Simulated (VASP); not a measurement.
Band structure of CsPbBr3 (cubic perovskite). Method: LDA (Ceperley-Alder, Perdew-Zunger), VASP's LDA PAW potentials (set 64) (plane waves; VASP).

Unless said otherwise, spin-orbit coupling is left out, though it shifts the bands of the heavy elements here.

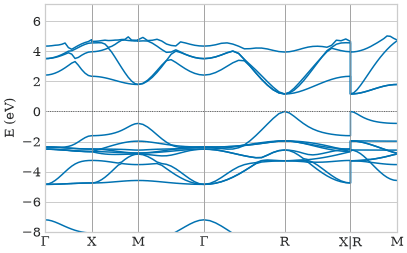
*Bands along high-symmetry lines, zero at the valence-band maximum or, without a gap, the Fermi level*

Read the plot: is there a gap, and where are the band edges?

The gap is direct, 1.16 eV, from the valence maximum at R to the conduction minimum at R. (Edges off the drawn lines would not show.)

The compound is CsPbBr3 in the cubic perovskite structure, the ideal cubic form; the compound distorts at low or room temperature. It was relaxed first.
